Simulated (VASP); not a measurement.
# Ni: surface energy and work function by face, part 2 of 6

Aim: compare the low-index faces of Ni at one level of theory.

VASP 6.6.1, plane waves and PAW; the level of theory is named at each step.

So far. Step 2 (The bulk reference, job relaxation, k-mesh 19×19×19): Energy at zero smearing: -6.13513 eV. The relaxed cell has a = 3.461 Å (conventional setting).

### Step 3. The bulk reference, job self-consistent run, k-mesh 23×23×23

Level of this step: PBEsol, spin-polarised from a ferromagnetic start (one magnetic atom a cell); plane waves and PAW (Ni) (VASP).

INCAR reads:

```
SYSTEM = Ni
PREC = Normal
ENCUT = 320
EDIFF = 1E-06
NELM = 120
ISMEAR = 1
SIGMA = 0.15
LREAL = .FALSE.
ALGO = Fast
GGA = PS
NBANDS = 12
ISPIN = 2
MAGMOM = 1
LASPH = .TRUE.
LMAXMIX = 4
LORBIT = 11
LWAVE = .FALSE.
LCHARG = .FALSE.
KPAR = 4
```

POSCAR reads:

```
Ni
1.0
    0.0000000000      1.7303397724      1.7303397724
    1.7303397724      0.0000000000      1.7303397724
    1.7303397724      1.7303397724      0.0000000000
Ni
1
Direct
    0.0000000000      0.0000000000      0.0000000000
```

KPOINTS reads:

```
Automatic mesh
0
Gamma
23 23 23
0 0 0
```

Potentials, in the order of the species: Ni (PBE family, release 64).

The run is started by

```console
mpirun -np 4 vasp_std
```

The log of the run:

```text
[banner, memory and clock lines left out]
running    4 mpi-ranks, on    1 nodes
 distrk:  each k-point on    1 cores,    4 groups
 distr:  one band on    1 cores,    1 groups

 POSCAR found type information on POSCAR Ni
 POSCAR found :  1 types and       1 ions
 [... a notice as in an earlier step ...]

 LDA part: xc-table for (Slater+PW92), standard interpolation
 POSCAR, INCAR and KPOINTS ok, starting setup
 FFT: planning ... GRIDC
 FFT: planning ... GRID_SOFT
 FFT: planning ... GRID
 WAVECAR not read
 entering main loop
       N       E                     dE             d eps       ncg     rms          rms(c)
DAV:   1     0.202718679139E+02    0.20272E+02   -0.33007E+03 18968   0.742E+02
DAV:   2    -0.676021584573E+01   -0.27032E+02   -0.25310E+02 18924   0.135E+02
DAV:   3    -0.733729265105E+01   -0.57708E+00   -0.57497E+00 20124   0.222E+01
DAV:   4    -0.734092279604E+01   -0.36301E-02   -0.36297E-02 20040   0.155E+00
DAV:   5    -0.734098248929E+01   -0.59693E-04   -0.59692E-04 20592   0.188E-01    0.110E+01
RMM:   6    -0.647418783283E+01    0.86679E+00   -0.27776E+00 21829   0.212E+01    0.631E+00
RMM:   7    -0.617312598709E+01    0.30106E+00   -0.36466E-01 21613   0.768E+00    0.223E+00
RMM:   8    -0.614954823703E+01    0.23578E-01   -0.64615E-03 25813   0.616E-01    0.994E-01
RMM:   9    -0.614713077529E+01    0.24175E-02   -0.71521E-04 24426   0.281E-01    0.249E-01
RMM:  10    -0.614640295293E+01    0.72782E-03   -0.32483E-04 23378   0.238E-01    0.472E-02
WARNING in EDDRMM: call to ZHEGV failed, returncode =   6  3     11
WARNING in EDDRMM: call to ZHEGV failed, returncode =   8  4     11
RMM:  11    -0.614638657851E+01    0.16374E-04   -0.64160E-05 25349   0.595E-02    0.285E-02
RMM:  12    -0.614638894949E+01   -0.23710E-05   -0.10547E-05 24131   0.212E-02    0.390E-03
RMM:  13    -0.614638911038E+01   -0.16089E-06   -0.11095E-06 16238   0.941E-03
   1 F= -.61463891E+01 E0= -.61462420E+01  d E =-.441436E-03  mag=     0.6054
```

Elapsed: 13 s, on 4 MPI ranks of Intel Xeon Platinum 8259CL at 2.50GHz (Skylake/Cascade Lake), shared host; peak memory 0.52 GiB; 46 s of CPU time.

OUTCAR, selected parts (step 3):

```text
  LATTYP: Found a face centered cubic cell.
 ALAT       =     3.4606795448

The static configuration has the point symmetry O_h .

 Found    364 irreducible k-points:

   k-points           NKPTS =    364   k-points in BZ     NKDIM =    364   number of bands    NBANDS=     12

   dimension x,y,z NGX =    12 NGY =   12 NGZ =   12
   dimension x,y,z NGXF=    24 NGYF=   24 NGZF=   24

   ENCUT  =  320.0 eV  23.52 Ry    4.85 a.u.   3.57  3.57  3.57*2*pi/ulx,y,z

   NELECT =      10.0000    total number of electrons

 E-fermi :   9.9082

 spin component 1
 k-point     1 :       0.0000    0.0000    0.0000
  band No.  band energies     occupation
    ...
      2       7.3593      1.00000
      3       7.3593      1.00000
      4       7.3593      1.00000
      5       8.6178      1.00000
      6       8.6178      1.00000
      7      34.0146      0.00000
      8      38.2386      0.00000
      9      38.2386      0.00000
     10      38.2386      0.00000
     11      41.3565      0.00000
    ...

 k-point     2 :       0.0435    0.0000    0.0000
  band No.  band energies     occupation
    ...
      2       7.3381      1.00000
      3       7.3774      1.00000
      4       7.3774      1.00000
      5       8.6097      1.00000
      6       8.6097      1.00000
      7      33.8237      0.00000
      8      37.0855      0.00000
      9      38.0567      0.00000
     10      38.0567      0.00000
     11      41.6239      0.00000
    ...

 k-point     3 :       0.0870    0.0000    0.0000
  band No.  band energies     occupation
    ...
      2       7.2781      1.00000
      3       7.4279      1.00000
      4       7.4279      1.00000
      5       8.5896      1.00000
      6       8.5896      1.00000
      7      32.8901      0.00000
      8      35.7025      0.00000
      9      37.6457      0.00000
     10      37.6458      0.00000
     11      42.2578      0.00000
    ...

 k-point     4 :       0.1304    0.0000    0.0000
  band No.  band energies     occupation
    ...
      2       7.1908      1.00000
      3       7.4978      1.00000
      4       7.4978      1.00000
      5       8.5697      1.00000
      6       8.5697      1.00000
      7      30.9915      0.00000
      8      35.1257      0.00000
      9      37.1824      0.00000
     10      37.1824      0.00000
     11      42.3997      0.00000
    ...

  Total       -0.0000052     -0.0000052     -0.0000052      0.0000000      0.0000000     -0.0000000
  in kB       -0.0008036     -0.0008036     -0.0008036      0.0000000      0.0000000     -0.0000000
  external PRESSURE =      -0.0008036 kB  Pullay stress =       0.0000000 kB

  energy-cutoff  :      320.00
  volume of cell :       10.36
      direct lattice vectors                 reciprocal lattice vectors
     0.000000000  1.730339772  1.730339772    -0.288960589  0.288960589  0.288960589
     1.730339772  0.000000000  1.730339772     0.288960589 -0.288960589  0.288960589
     1.730339772  1.730339772  0.000000000     0.288960589  0.288960589 -0.288960589

 POSITION                                       TOTAL-FORCE (eV/Angst)
 -----------------------------------------------------------------------------------
      0.00000      0.00000      0.00000         0.000000      0.000000      0.000000
 -----------------------------------------------------------------------------------
    total drift:                               -0.000000     -0.000000     -0.000000

  FREE ENERGIE OF THE ION-ELECTRON SYSTEM (eV)
  ---------------------------------------------------
  free  energy   TOTEN  =        -6.1463891104 eV

  energy  without entropy=       -6.1459476744  energy(sigma->0) =       -6.14624197

 total charge
# of ion       s       p       d       tot
------------------------------------------
    1        0.522   0.549   8.322   9.394

 magnetization (x)
# of ion       s       p       d       tot
------------------------------------------
    1       -0.007  -0.024   0.642   0.611

[... 2 parts as in an earlier step ...]

[... 10 further parts left out ...]
```

Numbers from this step:

| Item | Value |
| --- | --- |
| electronic cycles | 13 |
| free energy (TOTEN) | -6.146 eV |
| energy at zero smearing | -6.146 eV |
| Fermi energy | 9.908 eV |
| moment of the cell, from the last line of the log | 0.61 μB |

Energy at zero smearing: -6.14624 eV.

The run ends at a pressure of 0.00 GPa.

### Step 4. Relaxing the slab, 7 atoms, face Ni(111)

This step: PBEsol, spin-polarised from a ferromagnetic start; plane waves and PAW (Ni) (VASP 6.6.1).

System of this step: Ni(111). The cell holds 7 atoms: 7 Ni. Its edges and angles: a = 2.447 Å, b = 2.447 Å, c = 26.988 Å, α = 90.0°, β = 90.0°, γ = 60.0°. It derives from Ni. 7 layers of fcc Ni, cut at this functional's lattice. Vacuum lies along c.

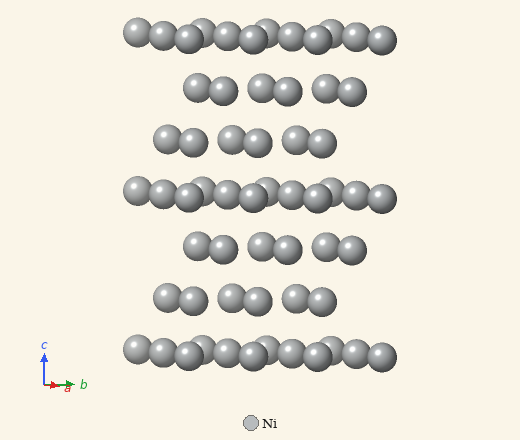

The cell of this step (nickel light grey). 2×3×1 cells are drawn. Some periodic images of atoms are drawn too.

All atoms relax at the fixed cell.

INCAR reads:

```
SYSTEM = Ni
PREC = Normal
ENCUT = 320
EDIFF = 1E-05
NELM = 120
ISMEAR = 1
SIGMA = 0.15
LREAL = .FALSE.
ALGO = Fast
GGA = PS
NBANDS = 51
ISPIN = 2
MAGMOM = 1 1 1 1 1 1 1
LASPH = .TRUE.
LMAXMIX = 4
LORBIT = 11
LWAVE = .FALSE.
LCHARG = .FALSE.
KPAR = 4
IBRION = 2
NSW = 40
ISIF = 2
EDIFFG = -0.03
POTIM = 0.4
MAXMIX = 40
```

POSCAR reads:

```
Ni
1.0
    2.4470699736      0.0000000000      0.0000000000
    1.2235349868      2.1192247620      0.0000000000
    0.0000000000      0.0000000000     26.9881456006
Ni
7
Direct
    0.0000000000      0.0000000000      0.2778997900
    0.3333333300      0.3333333300      0.3519331900
    0.6666666700      0.6666666700      0.4259666000
    0.0000000000      0.0000000000      0.5000000000
    0.3333333300      0.3333333300      0.5740334000
    0.6666666700      0.6666666700      0.6480668100
    0.0000000000      0.0000000000      0.7221002100
```

KPOINTS reads:

```
Automatic mesh
0
Gamma
15 15 1
0 0 0
```

The run is started by

```console
mpirun -np 4 vasp_std
```

The log of the run:

```text
[banner, memory and clock lines left out]
running    4 mpi-ranks, on    1 nodes
 distrk:  each k-point on    1 cores,    4 groups
 distr:  one band on    1 cores,    1 groups

 POSCAR found type information on POSCAR Ni
 POSCAR found :  1 types and       7 ions
 [... a notice as in an earlier step ...]

 LDA part: xc-table for (Slater+PW92), standard interpolation
 POSCAR, INCAR and KPOINTS ok, starting setup
 FFT: planning ... GRIDC
 FFT: planning ... GRID_SOFT
 FFT: planning ... GRID
 WAVECAR not read
 entering main loop
       N       E                     dE             d eps       ncg     rms          rms(c)
DAV:   1     0.434883243607E+03    0.43488E+03   -0.23668E+04  5580   0.121E+03
DAV:   2    -0.115104039367E+02   -0.44639E+03   -0.42114E+03  5519   0.295E+02
DAV:   3    -0.489871431061E+02   -0.37477E+02   -0.34997E+02  5892   0.114E+02
DAV:   4    -0.496282534787E+02   -0.64111E+00   -0.63985E+00  6003   0.171E+01
DAV:   5    -0.496445603280E+02   -0.16307E-01   -0.16306E-01  8243   0.177E+00    0.287E+01
RMM:   6    -0.546705753296E+02   -0.50260E+01   -0.68200E+01  5508   0.653E+01    0.390E+01
RMM:   7    -0.665213194291E+02   -0.11851E+02   -0.17739E+01  5531   0.283E+01    0.470E+01
RMM:   8    -0.528033538273E+02    0.13718E+02   -0.59907E+00  5541   0.186E+01    0.388E+01
RMM:   9    -0.432009270706E+02    0.96024E+01   -0.45123E+00  5554   0.160E+01    0.191E+01
RMM:  10    -0.453645831187E+02   -0.21637E+01   -0.74196E+00  5570   0.190E+01    0.260E+01
RMM:  11    -0.434352018958E+02    0.19294E+01   -0.21136E+00  5552   0.113E+01    0.253E+01
RMM:  12    -0.414412872991E+02    0.19939E+01   -0.57591E-01  5556   0.555E+00    0.177E+01
RMM:  13    -0.406448231547E+02    0.79646E+00   -0.55071E-01  5572   0.494E+00    0.832E+00
RMM:  14    -0.408487679166E+02   -0.20394E+00   -0.13278E-01  5568   0.204E+00    0.617E+00
RMM:  15    -0.409750213021E+02   -0.12625E+00   -0.77581E-02  5564   0.176E+00    0.808E+00
RMM:  16    -0.408992354451E+02    0.75786E-01   -0.44081E-02  5579   0.115E+00    0.736E+00
RMM:  17    -0.407458946189E+02    0.15334E+00   -0.19181E-01  6092   0.238E+00    0.482E+00
RMM:  18    -0.407290432109E+02    0.16851E-01   -0.35784E-02  5548   0.100E+00    0.437E+00
RMM:  19    -0.407453242800E+02   -0.16281E-01   -0.10933E-02  5615   0.557E-01    0.441E+00
RMM:  20    -0.408769880743E+02   -0.13166E+00   -0.60963E-02  5999   0.935E-01    0.395E+00
RMM:  21    -0.410450198603E+02   -0.16803E+00   -0.75272E-02  6096   0.984E-01    0.396E+00
RMM:  22    -0.410716533376E+02   -0.26633E-01   -0.37221E-03  5573   0.295E-01    0.354E+00
RMM:  23    -0.411849209066E+02   -0.11327E+00   -0.42051E-02  6179   0.758E-01    0.297E+00
RMM:  24    -0.413120237511E+02   -0.12710E+00   -0.72137E-02  6836   0.989E-01    0.179E+00
RMM:  25    -0.412792769600E+02    0.32747E-01   -0.65057E-03  5582   0.521E-01    0.147E+00
RMM:  26    -0.412631307306E+02    0.16146E-01   -0.14465E-03  5539   0.222E-01    0.153E+00
RMM:  27    -0.413398035370E+02   -0.76673E-01   -0.24524E-02  6342   0.619E-01    0.520E-01
RMM:  28    -0.413848667857E+02   -0.45063E-01   -0.42370E-03  5690   0.247E-01    0.550E-01
RMM:  29    -0.413938915572E+02   -0.90248E-02   -0.11261E-03  5534   0.217E-01    0.477E-01
RMM:  30    -0.414228856454E+02   -0.28994E-01   -0.44956E-04  5550   0.113E-01    0.498E-01
RMM:  31    -0.414533368596E+02   -0.30451E-01   -0.62328E-04  5462   0.922E-02    0.406E-01
RMM:  32    -0.414797293779E+02   -0.26393E-01   -0.49038E-04  5554   0.858E-02    0.151E-01
RMM:  33    -0.415028451504E+02   -0.23116E-01   -0.33677E-04  5508   0.704E-02    0.979E-02
RMM:  34    -0.415258103743E+02   -0.22965E-01   -0.45275E-04  5465   0.766E-02    0.823E-02
RMM:  35    -0.415308372427E+02   -0.50269E-02   -0.57017E-05  4342   0.368E-02    0.659E-02
RMM:  36    -0.415327020624E+02   -0.18648E-02   -0.32212E-05  3981   0.321E-02    0.384E-02
RMM:  37    -0.415335875732E+02   -0.88551E-03   -0.74923E-06  3411   0.135E-02    0.246E-02
RMM:  38    -0.415341309950E+02   -0.54342E-03   -0.35578E-06  3362   0.854E-03    0.245E-02
RMM:  39    -0.415342550743E+02   -0.12408E-03   -0.11131E-06  3114   0.546E-03    0.253E-02
RMM:  40    -0.415342691012E+02   -0.14027E-04   -0.33520E-07  2513   0.362E-03    0.104E-02
RMM:  41    -0.415342763028E+02   -0.72016E-05   -0.39130E-07  2391   0.390E-03
   1 F= -.41534276E+02 E0= -.41532905E+02  d E =-.415343E+02  mag=     4.6325
 curvature:   0.00 expect dE= 0.000E+00 dE for cont linesearch  0.000E+00
 trial: gam= 0.00000 g(F)=  0.398E-02 g(S)=  0.000E+00 ort = 0.000E+00 (trialstep = 0.100E+01)
 search vector abs. value=  0.398E-02
 bond charge predicted
       N       E                     dE             d eps       ncg     rms          rms(c)
DAV:   1    -0.415364347733E+02   -0.21657E-02   -0.68061E-01  5859   0.333E+00    0.236E-01
RMM:   2    -0.415369836834E+02   -0.54891E-03   -0.67752E-03  5522   0.654E-01    0.299E-01
RMM:   3    -0.415373701366E+02   -0.38645E-03   -0.11036E-03  5546   0.201E-01    0.321E-01
RMM:   4    -0.415372710844E+02    0.99052E-04   -0.17386E-04  5531   0.915E-02    0.192E-01
RMM:   5    -0.415372639507E+02    0.71337E-05   -0.56743E-05  4996   0.521E-02
   2 F= -.41537264E+02 E0= -.41535925E+02  d E =-.298765E-02  mag=     4.6325
[...]
3 F= -.41537950E+02 E0= -.41536681E+02  d E =-.367413E-02  mag=     4.6348
[...]
4 F= -.41538051E+02 E0= -.41536841E+02  d E =-.377482E-02  mag=     4.6375
[...]
5 F= -.41538227E+02 E0= -.41536976E+02  d E =-.395021E-02  mag=     4.6364
[...]
6 F= -.41538217E+02 E0= -.41536985E+02  d E =-.394103E-02  mag=     4.6369
[...]
7 F= -.41538235E+02 E0= -.41536993E+02  d E =-.395860E-02  mag=     4.6367
 curvature:  -0.28 expect dE=-0.118E-03 dE for cont linesearch -0.184E-06
 trial: gam= 0.09430 g(F)=  0.427E-03 g(S)=  0.000E+00 ort = 0.515E-04 (trialstep = 0.120E+01)
 search vector abs. value=  0.472E-03
 bond charge predicted
       N       E                     dE             d eps       ncg     rms          rms(c)
DAV:   1    -0.415384857827E+02   -0.25803E-03   -0.11360E-01  5595   0.138E+00    0.109E-01
RMM:   2    -0.415385614583E+02   -0.75676E-04   -0.10738E-03  5509   0.273E-01    0.108E-01
RMM:   3    -0.415385701293E+02   -0.86710E-05   -0.17139E-04  5453   0.786E-02    0.490E-02
RMM:   4    -0.415385628336E+02    0.72957E-05   -0.31673E-05  4073   0.370E-02
   8 F= -.41538563E+02 E0= -.41537356E+02  d E =-.327930E-03  mag=     4.6368
 trial-energy change:   -0.000328  1 .order   -0.000344   -0.000517   -0.000172
 step:   1.7916(harm=  1.7916)  dis= 0.00428  next Energy=   -41.538622 (dE=-0.387E-03)
 reached required accuracy - stopping structural energy minimisation
```

It took 4.6 min on 4 MPI ranks; peak memory 0.98 GiB; 17 min of CPU time.

Parts of OUTCAR (step 4):

```text
  LATTYP: Found a hexagonal cell.
 ALAT       =     2.4470699736
 C/A-ratio  =    11.0287592474

 Subroutine GETGRP returns: Found 12 space group operations
 (whereof 12 operations were pure point group operations)

The static configuration has the point symmetry D_3d.

 Found     27 irreducible k-points:

   k-points           NKPTS =     27   k-points in BZ     NKDIM =     27   number of bands    NBANDS=     51

   dimension x,y,z NGX =    12 NGY =   12 NGZ =  120
   dimension x,y,z NGXF=    24 NGYF=   24 NGZF=  240

   ENCUT  =  320.0 eV  23.52 Ry    4.85 a.u.   3.57  3.57 39.36*2*pi/ulx,y,z

   NELECT =      70.0000    total number of electrons

 E-fermi :   2.6791

 spin component 1
 k-point     1 :       0.0000    0.0000    0.0000
  band No.  band energies     occupation
    ...
     38       1.9828      1.00000
     39       1.9828      1.00000
     40       2.0574      1.00000
     41       2.0574      1.00000
     42       2.3935      1.01076
     43       2.7118      0.32031
     44       7.4933      0.00000
     45       7.7658      0.00000
     46       8.7343      0.00000
     47       9.8929      0.00000
    ...

 k-point     2 :       0.0667    0.0000    0.0000
  band No.  band energies     occupation
    ...
     37       1.7520      1.00000
     38       1.8175      1.00000
     39       1.9852      1.00000
     40       2.0620      1.00000
     41       2.2071      1.00004
     42       2.9729     -0.00911
     43       3.3634     -0.00000
     44       7.6340      0.00000
     45       7.9123      0.00000
     46       8.8486      0.00000
    ...

 k-point     3 :       0.1333    0.0000    0.0000
  band No.  band energies     occupation
    ...
     36       1.6101      1.00000
     37       1.8240      1.00000
     38       1.9912      1.00000
     39       2.0744      1.00000
     40       2.0866      1.00000
     41       2.8297     -0.02554
     42       3.8333     -0.00000
     43       4.4256     -0.00000
     44       8.0495      0.00000
     45       8.3509      0.00000
    ...

 k-point     4 :       0.2000   -0.0000    0.0000
  band No.  band energies     occupation
    ...
     36       1.8212      1.00000
     37       1.8292      1.00000
     38       1.9978      1.00000
     39       2.0905      1.00000
     40       2.5234      1.02863
     41       3.5383     -0.00000
     42       4.7980     -0.00000
     43       5.6517     -0.00000
     44       8.7153      0.00000
     45       9.0794      0.00000
    ...

  Total       -1.5812685     -1.5812685     -0.3508269      0.0000000      0.0000000      0.0000000
  in kB      -18.1017165    -18.1017165     -4.0161233      0.0000000      0.0000000      0.0000000
  external PRESSURE =     -13.4065188 kB  Pullay stress =       0.0000000 kB

  energy-cutoff  :      320.00
  volume of cell :      139.96
      direct lattice vectors                 reciprocal lattice vectors
     2.447069974  0.000000000  0.000000000     0.408651984 -0.235935333  0.000000000
     1.223534987  2.119224762  0.000000000     0.000000000  0.471870666  0.000000000
     0.000000000  0.000000000 26.988145601     0.000000000  0.000000000  0.037053305

 POSITION                                       TOTAL-FORCE (eV/Angst)
 -----------------------------------------------------------------------------------
      3.67060      2.11922      7.51465         0.000000      0.000000      0.012481
      1.22353      0.70641      9.48749         0.000000      0.000000      0.022000
      2.44707      1.41282     11.49071        -0.000000     -0.000000     -0.013452
      2.44707      0.00000     13.49407        -0.000000     -0.000000      0.000000
      1.22353      0.70641     15.49744         0.000000     -0.000000      0.013452
      2.44707      1.41282     17.50066        -0.000000     -0.000000     -0.022000
      0.00000      0.00000     19.47350        -0.000000     -0.000000     -0.012481
 -----------------------------------------------------------------------------------
    total drift:                                0.000000      0.000000      0.000000

  FREE ENERGIE OF THE ION-ELECTRON SYSTEM (eV)
  ---------------------------------------------------
  free  energy   TOTEN  =       -41.5385628336 eV

  energy  without entropy=      -41.5349415513  energy(sigma->0) =      -41.53735574

 total charge
# of ion       s       p       d       tot
------------------------------------------
    1        0.515   0.427   8.303   9.245
    2        0.521   0.552   8.323   9.395
    3        0.523   0.546   8.319   9.388
    4        0.522   0.547   8.320   9.389
    5        0.523   0.546   8.319   9.388
    6        0.521   0.552   8.323   9.395
    7        0.515   0.427   8.303   9.245
--------------------------------------------------
tot          3.638   3.598  58.210  65.445

 magnetization (x)
# of ion       s       p       d       tot
------------------------------------------
    1       -0.004  -0.023   0.720   0.693
    2       -0.006  -0.025   0.721   0.690
    3       -0.006  -0.024   0.675   0.645
    4       -0.006  -0.024   0.668   0.637
    5       -0.006  -0.024   0.675   0.645
    6       -0.006  -0.025   0.721   0.690
    7       -0.004  -0.023   0.720   0.693
--------------------------------------------------
tot         -0.040  -0.168   4.900   4.692

[... 1 part as in an earlier step ...]

[... 11 further parts left out ...]
```

CONTCAR:

```
Ni
   1.00000000000000
     2.4470699736000001    0.0000000000000000    0.0000000000000000
     1.2235349868000001    2.1192247620000000    0.0000000000000000
     0.0000000000000000    0.0000000000000000   26.9881456005999993
  Ni
     7
Direct
     1.0000000000000000    1.0000000000000000    0.2784425819169415
     0.3333333300000021    0.3333333300000021    0.3515428749675827
     0.6666666699999979    0.6666666699999979    0.4257686899681269
     1.0000000000000000    0.0000000000000000    0.5000000000000000
     0.3333333300000021    0.3333333300000021    0.5742313100318729
     0.6666666699999979    0.6666666699999979    0.6484571250324171
     0.0000000000000000    0.0000000000000000    0.7215574180830586
```

The magnetic state follows from one typed start and may not be the lowest. The run keeps the 12 symmetry operations of its start, so it cannot find a distortion of lower symmetry.

(Continued in part 3 of 6.)

[Lines on the potential files, build, host, timing and source positions are cut from VASP's logs without a mark.]

[Logs are printed without paths, hosts, clocks, repeated set-up lines and the standing remarks that a program may print on its own settings, such as how far it seeks lower states.]

[Hosts, paths, dates, database ids (printed as entryN), source tags and the programs' standing remarks are cut or masked in the printed files.]

[Runs that stopped without an error message from VASP are left out.]
